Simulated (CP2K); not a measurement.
**C2H6Si (vinylsilane) at revPBE-D3(BJ)/TZV2P-MOLOPT-PBE-GTH (core potential)**

Aim: the energy change on altering one bond length of C2H6Si (vinylsilane) at revPBE-D3(BJ)/TZV2P-MOLOPT-PBE-GTH (core potential), from 2 runs. 

The calculation is run with CP2K 2026.2.

**1. The system as given**

C2H6Si has 9 atoms, charge 0, and is taken as a singlet. As SMILES, `C=C[SiH3]`. The shape is that of a PBE0-D4/def2-TZVP optimisation.

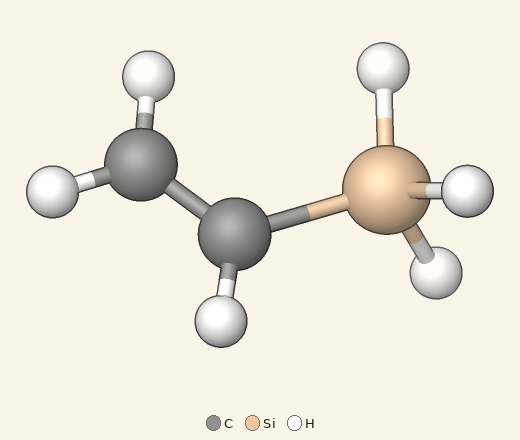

Viewed from a chosen angle; carbon grey, silicon light orange, hydrogen white.

**2. The energy at revPBE-D3(BJ)/TZV2P-MOLOPT-PBE-GTH (core potential)**

File qs.inp:

```
&FORCE_EVAL
    METHOD QS
    &DFT
        BASIS_SET_FILE_NAME BASIS_MOLOPT_UZH
        POTENTIAL_FILE_NAME POTENTIAL_UZH
        ! Quickstep
        &QS
            METHOD GPW
            EPS_DEFAULT 1.0E-10
        &END QS
        ! plane-wave cutoff in Ry
        &MGRID
            CUTOFF 400
            REL_CUTOFF 50
            NGRIDS 4
        &END MGRID
        &POISSON
            PERIODIC NONE
            POISSON_SOLVER MULTIPOLE
        &END POISSON
        ! self-consistent field
        &SCF
            SCF_GUESS ATOMIC
            EPS_SCF 1.0E-06
            MAX_SCF 80
            ADDED_MOS 10
            &DIAGONALIZATION
                ALGORITHM STANDARD
            &END DIAGONALIZATION
            &MIXING
                METHOD BROYDEN_MIXING
                ALPHA 0.3
                NBUFFER 8
            &END MIXING
        &END SCF
        &XC
            &XC_FUNCTIONAL
                &PBE
                    PARAMETRIZATION REVPBE
                &END PBE
            &END XC_FUNCTIONAL
            &VDW_POTENTIAL
                POTENTIAL_TYPE PAIR_POTENTIAL
                &PAIR_POTENTIAL
                    TYPE DFTD3(BJ)
                    PARAMETER_FILE_NAME dftd3.dat
                    REFERENCE_FUNCTIONAL revPBE
                    R_CUTOFF 15
                &END PAIR_POTENTIAL
            &END VDW_POTENTIAL
        &END XC
        &PRINT
            &MOMENTS
                PERIODIC F
                REFERENCE COM
                MAX_MOMENT 1
            &END MOMENTS
            &MO ON
                ENERGIES T
                OCCUPATION_NUMBERS T
                NDIGITS 6
                &EACH
                    QS_SCF 0
                &END EACH
                ADD_LAST NUMERIC
            &END MO
            &HIRSHFELD OFF
            &END HIRSHFELD
        &END PRINT
    &END DFT
    ! atoms, cell and kinds
    &SUBSYS
        ! box in angstrom
        &CELL
            ABC 10.1 10.8 10.7
            PERIODIC NONE
        &END CELL
        &COORD
            C     -0.713700     0.870200    -1.048300
            C     -0.071300     0.712500     0.105600
            Si     0.560600    -0.932000     0.700100
            H     -0.905700     0.033000    -1.713900
            H     -1.076700     1.838600    -1.381500
            H      0.089400     1.592000     0.727600
            H      2.035800    -0.893900     0.893800
            H      0.223400    -1.972400    -0.307300
            H     -0.053200    -1.294300     2.006700
        &END COORD
        &TOPOLOGY
            &CENTER_COORDINATES
            &END CENTER_COORDINATES
        &END TOPOLOGY
        &KIND C
            BASIS_SET TZV2P-MOLOPT-PBE-GTH-q4
            POTENTIAL GTH-PBE-q4
        &END KIND
        &KIND Si
            BASIS_SET TZV2P-MOLOPT-PBE-GTH-q4
            POTENTIAL GTH-PBE-q4
        &END KIND
        &KIND H
            BASIS_SET TZV2P-MOLOPT-PBE-GTH-q1
            POTENTIAL GTH-PBE-q1
        &END KIND
    &END SUBSYS
&END FORCE_EVAL

&GLOBAL
    PROJECT qs
    RUN_TYPE ENERGY
    PRINT_LEVEL MEDIUM
&END GLOBAL
```

Command:

```bash
$ OMP_NUM_THREADS=1 cp2k.psmp qs.inp > qs.out
```

Log:

```text
CP2K| version string:                                       CP2K version 2026.2
[...]
 GLOBAL| Method name                                                        CP2K
[...]
 GLOBAL| Run type                                                         ENERGY
[...]
 DFT| Spin restricted Kohn-Sham (RKS) calculation                            RKS
 DFT| Multiplicity                                                             1
[...]
 DFT| Charge                                                                   0
[...]
 FUNCTIONAL| PBE:
[...]
 QS| Method:                                                                 GPW
[...]
 QS| Density cutoff [a.u.]:                                                200.0
[...]
 QS| Relative density cutoff [a.u.]:                                        25.0
[...]
                             - Atoms:                                          9
[...]
                             - Spherical basis functions:                    171
[...]
 Number of electrons:                                                         18
[...]
     1 NoMix/Diag. 0.30E+00    1.5     0.77012409       -18.2855031615 -1.83E+01
[...]
    22 Broy./Diag. 0.30E+00    2.0     0.00000063       -18.8766401843  5.03E-07
  *** SCF run converged in    22 steps ***
[...]
  Overlap energy of the core charge distribution:               0.00000203148266
  Self energy of the core charge distribution:                -45.35964950000895
  Core Hamiltonian energy:                                     13.48695215524647
  Hartree energy:                                              19.83947609189777
  Exchange-correlation energy:                                 -6.82855821844555
  Dispersion energy:                                           -0.01486274449330
  Total energy:                                               -18.87664018432089
[...]
                     Mulliken Population Analysis
 #  Atom  Element  Kind  Atomic population                           Net charge
       1     C        1          4.012122                             -0.012122
       2     C        1          3.975009                              0.024991
       3     Si       2          3.636064                              0.363936
       4     H        3          1.023519                             -0.023519
       5     H        3          1.024582                             -0.024582
       6     H        3          1.041039                             -0.041039
       7     H        3          1.094958                             -0.094958
       8     H        3          1.097067                             -0.097067
       9     H        3          1.095641                             -0.095641
 # Total charge                             18.000000                 -0.000000
[...]
  Dipole moment [Debye]
    X= -0.2857898E+00 Y=  0.6406724E+00 Z= -0.3165035E+00  Total=      0.7696177
 ENERGY| Total FORCE_EVAL ( QS ) energy [hartree]            -18.876640184320888
[...]
```

It took 44 s on 1 thread of Intel Xeon 6975P-C (Granite Rapids), shared host; peak memory 1.7 GiB.

**3. The distorted shape**

File molecule.inp:

```
&GLOBAL
  PROJECT molecule
  RUN_TYPE ENERGY
  PRINT_LEVEL MEDIUM
&END GLOBAL

&FORCE_EVAL
  METHOD QS
  &DFT
    BASIS_SET_FILE_NAME BASIS_MOLOPT_UZH
    POTENTIAL_FILE_NAME POTENTIAL_UZH
    &QS
      METHOD GPW
      EPS_DEFAULT 1.0E-10
    &END QS
    &MGRID
      CUTOFF 400
      REL_CUTOFF 50
      NGRIDS 4
    &END MGRID
    &POISSON
      PERIODIC NONE
      POISSON_SOLVER MULTIPOLE
    &END POISSON
    &SCF
      SCF_GUESS ATOMIC
      EPS_SCF 1.0E-06
      MAX_SCF 80
      ADDED_MOS 10
      &DIAGONALIZATION
        ALGORITHM STANDARD
      &END DIAGONALIZATION
      &MIXING
        METHOD BROYDEN_MIXING
        ALPHA 0.4
        NBUFFER 8
      &END MIXING
    &END SCF
    &XC
      &XC_FUNCTIONAL
        &PBE
          PARAMETRIZATION REVPBE
        &END PBE
      &END XC_FUNCTIONAL
      &VDW_POTENTIAL
        POTENTIAL_TYPE PAIR_POTENTIAL
        &PAIR_POTENTIAL
          TYPE DFTD3(BJ)
          PARAMETER_FILE_NAME dftd3.dat
          REFERENCE_FUNCTIONAL revPBE
          R_CUTOFF 15
        &END PAIR_POTENTIAL
      &END VDW_POTENTIAL
    &END XC
    &PRINT
      &MOMENTS
        PERIODIC F
        REFERENCE COM
        MAX_MOMENT 1
      &END MOMENTS
      &MO ON
        ENERGIES T
        OCCUPATION_NUMBERS T
        NDIGITS 6
        &EACH
          QS_SCF 0
        &END EACH
        ADD_LAST NUMERIC
      &END MO
      &HIRSHFELD OFF
      &END HIRSHFELD
    &END PRINT
  &END DFT
  &SUBSYS
    &CELL
      ABC 10.1 11.1 10.7
      PERIODIC NONE
    &END CELL
    &COORD
      SCALED T
      C    0.38185644   0.59848221   0.38834579
      C    0.44546040   0.58427500   0.49618692
      Si   0.50802475   0.43612185   0.55174766
      H    0.36284653   0.52305878   0.32614019
      H    0.34591584   0.68572545   0.35720561
      H    0.46137129   0.66350923   0.55431776
      H    0.65408416   0.43955428   0.56985047
      H    0.46462327   0.31427455   0.42935467
      H    0.44725248   0.40348221   0.67385981
    &END COORD
    &KIND C
      BASIS_SET TZV2P-MOLOPT-PBE-GTH-q4
      POTENTIAL GTH-PBE-q4
    &END KIND
    &KIND Si
      BASIS_SET TZV2P-MOLOPT-PBE-GTH-q4
      POTENTIAL GTH-PBE-q4
    &END KIND
    &KIND H
      BASIS_SET TZV2P-MOLOPT-PBE-GTH-q1
      POTENTIAL GTH-PBE-q1
    &END KIND
  &END SUBSYS
&END FORCE_EVAL
```

Command:

```bash
$ OMP_NUM_THREADS=1 cp2k.psmp -i molecule.inp -o molecule.out
```

Log (excerpt; [...] marks lines left out):

```text
CP2K| version string:                                       CP2K version 2026.2
[...]
 GLOBAL| Method name                                                        CP2K
[...]
 GLOBAL| Run type                                                         ENERGY
[...]
 DFT| Spin restricted Kohn-Sham (RKS) calculation                            RKS
 DFT| Multiplicity                                                             1
[...]
 DFT| Charge                                                                   0
[...]
 FUNCTIONAL| PBE:
[...]
 QS| Method:                                                                 GPW
[...]
 QS| Density cutoff [a.u.]:                                                200.0
[...]
 QS| Relative density cutoff [a.u.]:                                        25.0
[...]
                             - Atoms:                                          9
[...]
                             - Spherical basis functions:                    171
[...]
 Number of electrons:                                                         18
[...]
     1 NoMix/Diag. 0.40E+00    1.5     0.77055001       -18.2523851386 -1.83E+01
[...]
    21 Broy./Diag. 0.40E+00    2.0     0.00000042       -18.8442042002  6.77E-07
  *** SCF run converged in    21 steps ***
[...]
  Overlap energy of the core charge distribution:               0.00000202264016
  Self energy of the core charge distribution:                -45.35964950000895
  Core Hamiltonian energy:                                     13.30950254951213
  Hartree energy:                                              19.97427939959093
  Exchange-correlation energy:                                 -6.75200804010637
  Dispersion energy:                                           -0.01633063179484
  Total energy:                                               -18.84420420016694
[...]
                     Mulliken Population Analysis
 #  Atom  Element  Kind  Atomic population                           Net charge
       1     C        1          4.002027                             -0.002027
       2     C        1          3.970492                              0.029508
       3     Si       2          3.634189                              0.365811
[...]
  Dipole moment [Debye]
    X= -0.1902269E+00 Y=  0.1202984E+01 Z=  0.6081703E-01  Total=      1.2194490
 ENERGY| Total FORCE_EVAL ( QS ) energy [hartree]            -18.844204200166942
[...]
```

Run time: 43 s. Hardware: 1 thread of Intel Xeon 6975P-C (Granite Rapids), shared host; peak memory 1.7 GiB.

**4. Outcome**

At revPBE-D3(BJ)/TZV2P-MOLOPT-PBE-GTH (core potential):

```
                                                          quantity          value
                                         first shape: total energy   -18.87664 Eh
                                        first shape: dipole moment         0.77 D
                                          first shape: HOMO energy       -6.82 eV
                                          first shape: LUMO energy       -1.39 eV
                                        first shape: HOMO–LUMO gap        5.43 eV
                                    first shape: dispersion energy  -39.02 kJ/mol
                                     distorted shape: total energy   -18.84420 Eh
                                    distorted shape: dipole moment         1.22 D
                                      distorted shape: HOMO energy       -6.94 eV
                                      distorted shape: LUMO energy       -1.51 eV
                                    distorted shape: HOMO–LUMO gap        5.44 eV
                                distorted shape: dispersion energy  -42.88 kJ/mol
energy change with the Si3–H8 bond stretched from 1.487 to 1.933 Å       0.883 eV
```

In words: With the Si3–H8 bond stretched from 1.487 to 1.933 Å the energy rises by 0.88 eV (20.4 kcal/mol). The first shape isn't relaxed at this level, so the change isn't measured from a minimum.
